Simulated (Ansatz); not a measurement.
# How Na+ TFSI- in acetonitrile and a fluorinated ether (TTE) and diethyl carbonate changes with repeats of the contents

Do the results settle as the cell grows, and how fast does the cost rise?

Computed with Ansatz 0.2.0: Kohn-Sham DFT, PBE+D3(BJ), PAW (set soft_2). Every run is a single point, with the atoms held where the recipe put them (cutoff of the plane-wave runs 420 eV, fixed occupations).

First member: 1 acetonitrile, 2 a fluorinated ether (TTE), 2 diethyl carbonate, 2 Na+, 2 TFSI- placed at random, at 1.48 g/cm³; overlaps pushed apart, then 10 ps at 550 K with Joung-Cheatham ions (J. Phys. Chem. B 112, 9020 (2008)); MMFF94 bonds, angles, torsions, charges and radii (Halgren, J. Comput. Chem. 17, 490 (1996)) in harmonic and 12-6 forms; charges of ions scaled by 0.8. Snapshot after 30 ps at 300 K and fixed volume.

Last member: 3 acetonitrile, 6 a fluorinated ether (TTE), 6 diethyl carbonate, 6 Na+, 6 TFSI- placed at random, at 1.48 g/cm³; overlaps pushed apart, then 10 ps at 550 K with Joung-Cheatham ions (J. Phys. Chem. B 112, 9020 (2008)); MMFF94 bonds, angles, torsions, charges and radii (Halgren, J. Comput. Chem. 17, 490 (1996)) in harmonic and 12-6 forms; charges of ions scaled by 0.8. Snapshot after 30 ps at 300 K and fixed volume.

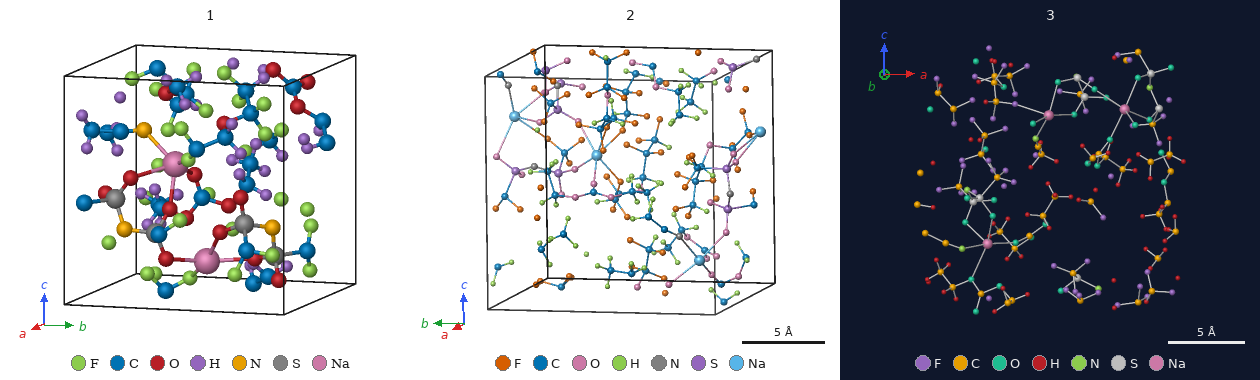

Three members of the series, labelled by repeats of the contents. Bonds to atoms that aren't drawn are left out. Some periodic images of atoms are drawn too. Drawn is a slice 10 Å thick, seen along the normal of the ac plane.

The members:

| repeats of the contents | reduced formula | atoms | valence electrons | k-mesh | basis | density (g/cm³) |
| --- | --- | --- | --- | --- | --- | --- |
| 1 | Na2H31C26S4N3O16F28 | 110 | 484 | 1×1×1 | plane waves | 1.48 |
| 2 | Na2H31C26S4N3O16F28 | 220 | 968 | 1×1×1 | plane waves | 1.48 |
| 3 | Na2H31C26S4N3O16F28 | 330 | 1452 | 1×1×1 | plane waves | 1.48 |

Each cell is one sample from a classical run, so sample-to-sample scatter enters every column; pressures lack the kinetic term, and hold the strain of bonds inside molecules, whose lengths the classical model set.

The input of the first member, without its atom lines; other members have their own cell and atoms, and may differ in mesh, basis and outputs:

```yaml
crystal:
  lattice:
    - [11.46756, 0.0, 0.0]
    - [0.0, 11.46756, 0.0]
    - [0.0, 0.0, 11.46756]
  atoms:
    [... 110 lines ...]
kpoints:
  mp_grid: { grid: [1, 1, 1] }
hamiltonian:
  xc: pbe
  dispersion: d3bj
scf:
  occupations: { method: fixed }
output:
  forces: true
  stress: true
  populations: true
  dos:
    method: { smearing: { sigma: 0.15 } }
    de: 0.1
    projected: { site_lists: { C: [C], F: [F], H: [H], "N": ["N"], Na: [Na] } }
  eigenvalues: true
  write_density: true
  write_potential: true
  volumetric_format: npy
```

**Question.** How do the results, the time and the memory go along the series?

Results; charges are mean Löwdin charges in e:

| repeats of the contents | energy less the largest cell's (meV/atom) | pressure (GPa) | r.m.s. force (eV/Å) | gap (eV) | q(S) | q(N) | q(Na) |
| --- | --- | --- | --- | --- | --- | --- | --- |
| 1 | -3.6 | 0.629 | 0.949 | 5.30 | +2.16 | -0.65 | +0.78 |
| 2 | -1.6 | 1.74 | 0.962 | 4.43 | +2.19 | -0.63 | +0.78 |
| 3 | 0.0 | 1.61 | 1.05 | 4.48 | +2.21 | -0.65 | +0.77 |

The gap is that between the highest filled and lowest empty Kohn-Sham level on the run's k-points, and semilocal functionals tend to put gaps under measured ones. The projection misses up to 0.056 e an atom, so the charges add up to more than the cell's charge.

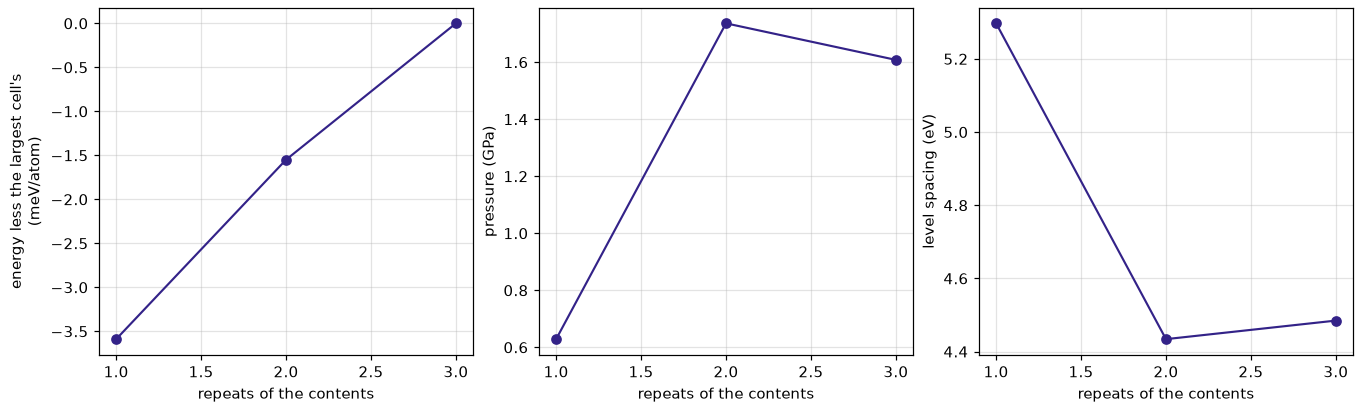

Results against repeats of the contents.

Cost on 8 threads of Arm Neoverse V1, shared host:

| repeats of the contents | atoms | basis | k-mesh | SCF cycles | time | host memory (GiB) | Δ force from the first basis (meV/Å) |
| --- | --- | --- | --- | --- | --- | --- | --- |
| 1 | 110 | plane waves | 1×1×1 | 10 | 13 s | 1.9 | - |
| 1 | 110 | support functions | 1×1×1 | 18 | 1.8 min | 5.0 | 5.6 |
| 2 | 220 | plane waves | 1×1×1 | 11 | 72 s | 5.3 | - |
| 2 | 220 | support functions | 1×1×1 | 21 | 3.9 min | 8.2 | 5.6 |
| 3 | 330 | plane waves | 1×1×1 | 12 | 3.8 min | 9.6 | - |

The force difference holds the basis error of the plane-wave run too, whose cutoff is lower than the one behind the functions' grid. Times include the outputs that each run asked for, on hosts shared with other jobs.

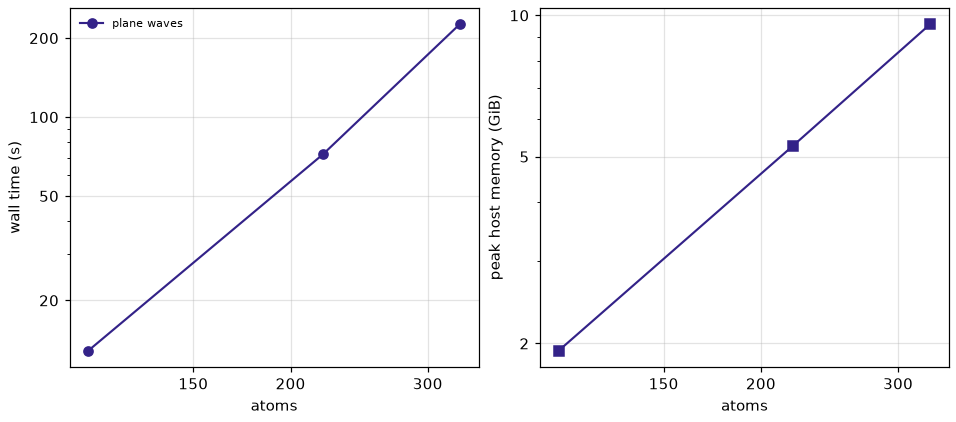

Wall time and memory against the number of atoms.

What the series shows: The energy per atom of the smallest cell lies 3.6 meV below that of the largest; what changes from cell to cell is the k-sampling and the sample. The two largest cells differ by 1.6 meV/atom. The gap is lowest at 2 (4.43 eV) and highest at 1 (5.3 eV), with no steady trend; in single samples it varies with the configuration. The mean charge on S goes steadily from +2.16 e at 1 to +2.21 e at 3. The pressure is lowest at 1 (0.63 GPa) and highest at 2 (1.7 GPa), with no steady trend. Support functions take 8.6 times the wall time of plane waves at 110 atoms and 3.2 times at 220 (the times hold unlike extra outputs; shared hosts, so rough).

Caveats: The network of contacts between molecules at the start is that of the classical potential that made the cell, and needn't be the one that DFT or experiment would give. The cells aren't relaxed by DFT, which could reorder their energies.

[Logs are printed without paths, hosts, clocks, repeated set-up lines and the standing remarks that a program may print on its own settings, such as how far it seeks lower states.]

[Hosts, paths, dates, database ids (printed as entryN), source tags and the programs' standing remarks are cut or masked in the printed files.]

[The MMFF94 radii named for the starting cell were scaled by 0.96; in molecules described by MMFF94, hydrogen bound to N, O or S took a small fixed 12-6 site in their place.]
